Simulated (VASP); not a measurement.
Band structure of AlInN$_{2}$ (space group I-42d). Calculation: PBEsol GGA, VASP's PBE PAW potentials (set 64) (plane waves; VASP).

Unless said otherwise, spin-orbit coupling is left out, though it shifts the bands of the heavy elements here.

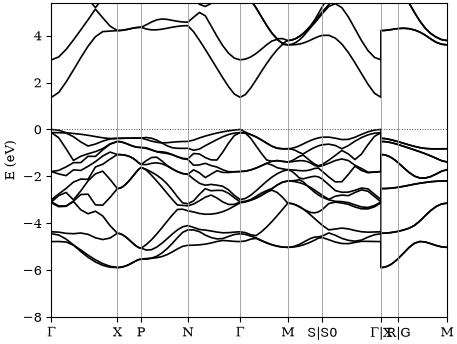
Fig. 1. Bands along high-symmetry lines, zero at the valence-band maximum or, without a gap, the Fermi level

### Question
Read the plot: is there a gap, and where are the band edges?

### Answer
The gap is direct, 1.37 eV, from the valence maximum at Γ to the conduction minimum at Γ. (Edges off the drawn lines would not show.)

The structure comes from a computed database's AlInN2 entry (I-42d); how it stands against other phases isn't given here. It was relaxed first.
